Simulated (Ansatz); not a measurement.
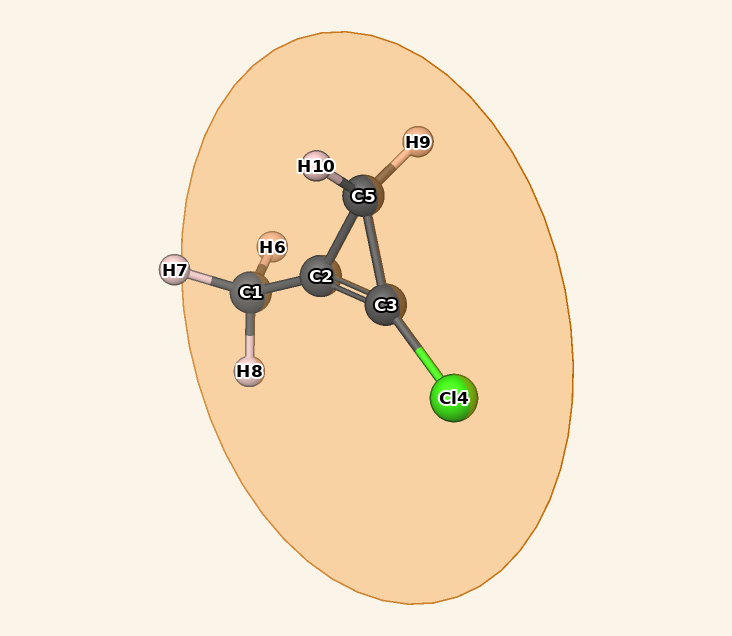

A disc through the centre of mass is drawn in. Distant atoms are faded towards the background colour. The geometry was computed by an optimisation with PBE0-D4/def2-TZVP. No frequency run is at hand to confirm it as a minimum.

Question: Is the plane of the disc a mirror plane of the structure?

Answer: Yes. The reflection leaves C1, C2, C3, Cl4, C5, H8 in place and moves H6 ↔ H7; H9 ↔ H10. The point group is Cs.
